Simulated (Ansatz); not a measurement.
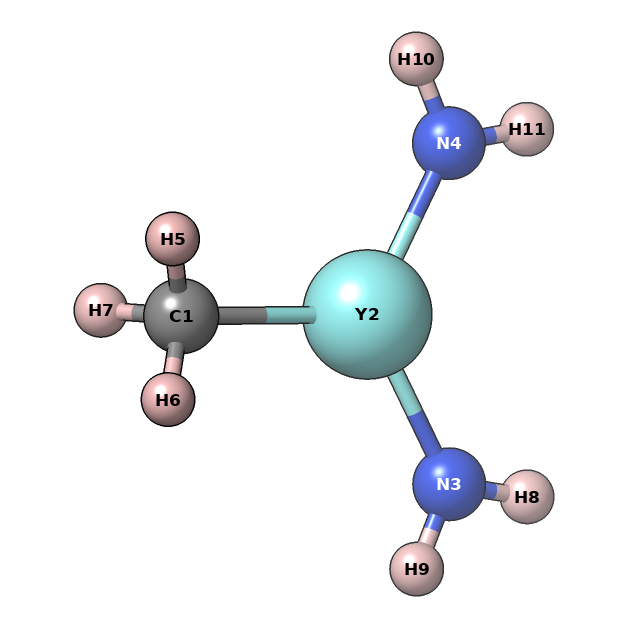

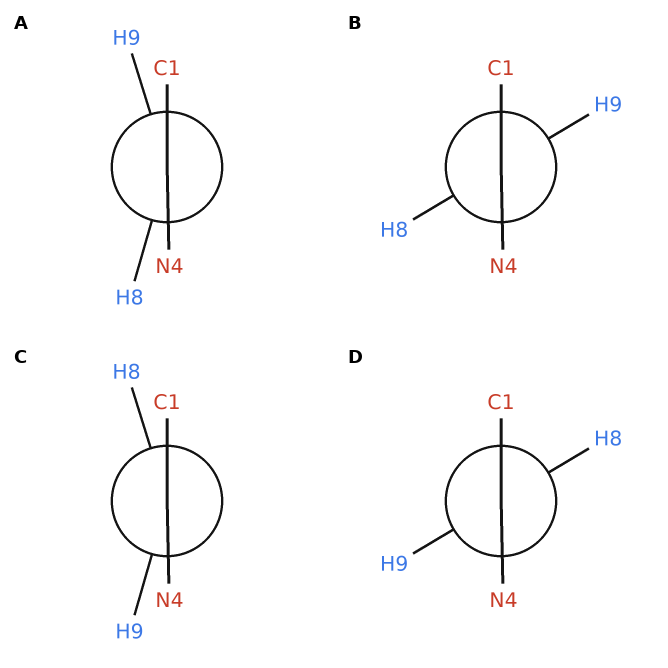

Depth is shown by fading: the farther an atom, the more it takes the colour of the background. Bonds that would overlap in a projection are set slightly apart. The species is neutral and a spin singlet. The geometry was computed by an optimisation with PBE0-D4/def2-TZVP.

**Which Newman projection shows the view along Y2–N3, with Y2 in front?**

A. The torsion angle N4–Y2–N3–H8 is 0°, synperiplanar (eclipsed).
